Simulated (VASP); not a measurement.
Band structure of BN (zinc blende). All values below come from vdW-DF2, VASP's PBE PAW potentials (set 64) (plane waves; VASP).

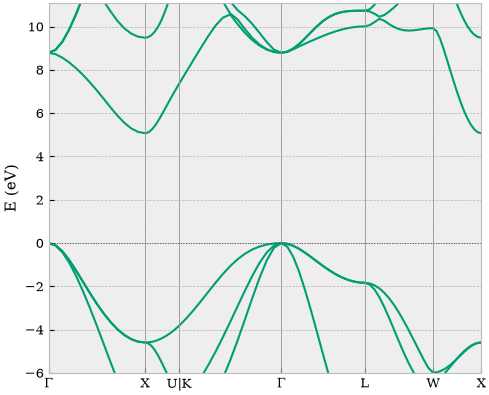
Bands along high-symmetry lines, zero at the valence-band maximum or, without a gap, the Fermi level

**Question.** Read the plot: is there a gap, and where are the band edges?

**Answer.** The gap is indirect, 5.08 eV, from the valence maximum at Γ to the conduction minimum at X. (Edges off the drawn lines would not show.)

Measured: gap 6.20 eV at 300 K (computed value off by -1.12 eV), as given by arXiv:1206.3780.

The compound is BN in the zinc blende structure. It was relaxed first.
